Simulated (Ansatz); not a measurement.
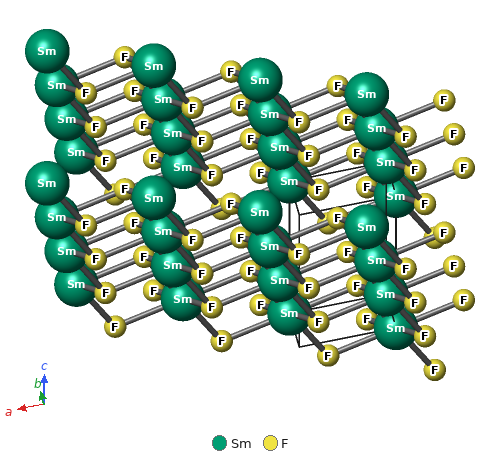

SmF₂ (space group P-3m1, No. 164): coordinates from a relaxation with DFT PBEsol, scalar-relativistic, plane waves, PAW (Ansatz); the starting structure was generated, so it need not be a known form of this composition.

Bonds are taken as F–Sm below 2.7 Å. The graph is simplified in the usual way: terminal and isolated atoms are pruned, two-connected atoms become edges.

What kind of net remains, and which atoms are its nodes?

A binodal (3,6)-connected, two-periodic (layers) net: F is a 3-connected node; Sm is a 6-connected node, in the ratio 2:1.

Which named net is it?

It is the kgd net, known from the layers of CdI2 (1T type).

How do the layers lie?

The layers lie parallel to (001).

How many nodes does the smallest cycle have?

Four.

Give the point symbol of each node (shortest cycle at each angle).

F: 4³; Sm: 4⁶·6⁶·8³.

The simplified net, drawn on the atoms' positions. Nodes are coloured by element. One layer is drawn. Edges to nodes outside the piece are drawn as stubs.

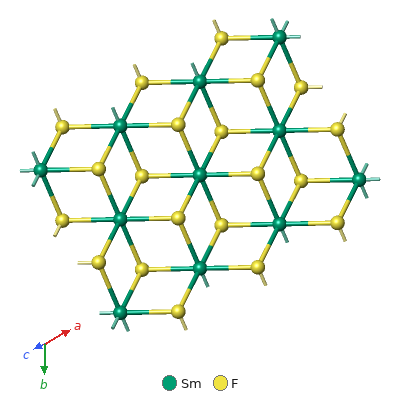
